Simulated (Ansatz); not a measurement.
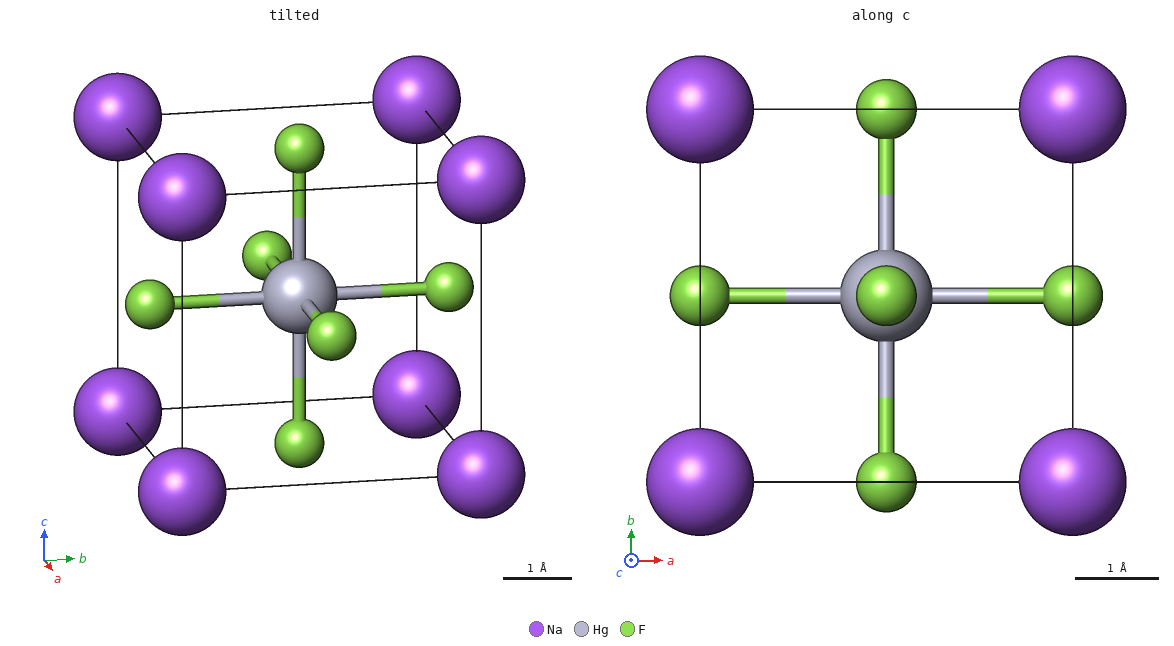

Ball-and-stick drawing of the structure, looking slightly off an axis and along the c axis. The conventional unit cell is drawn as a box.

NaHgF$_{3}$, cubic perovskite, space group Pm-3m (No. 221), a = 4.499 Å, b = 4.499 Å, c = 4.499 Å, α = 90.00°, β = 90.00°, γ = 90.00°. Its origin is a structure type filled with these elements by a generator (whether the compound takes this form wasn't checked). Earlier steps of the study may have refined or changed the cell and positions. Ansatz was used for an electronic-structure calculation on it.

This one geometry was computed with Ansatz (DFT, plane waves, PAW) at three levels of theory: r2SCAN, PBE and HSE06. It was relaxed beforehand with r2SCAN.

Which level gives the highest pressure at this volume, and what does that say about its equilibrium volume?

Answer. Highest: PBE (2.3 GPa), which points to the largest equilibrium volume. Lowest, with the smallest volume: r2SCAN (0.0 GPa) and HSE06 (0.5 GPa). Levels within 0.5 GPa of each other can't be told apart.

How does the band gap change with the level of theory?

Answer. PBE: a gap of 0.33 eV, indirect; r2SCAN: a gap of 0.88 eV, indirect; HSE06: a gap of 2.04 eV, indirect.

Collect the results in a table.

Answer.
| level | cutoff (eV) | k-mesh of the run's cell | gap (eV) | pressure (GPa) |
| --- | --- | --- | --- | --- |
| r2SCAN | 500 | 6×6×6 | 0.88 | 0.0 |
| PBE | 420 | 6×6×6 | 0.33 | 2.3 |
| HSE06 | 420 | 4×4×4 | 2.04 | 0.5 |

Gaps are taken on the k-mesh or band path of each run.
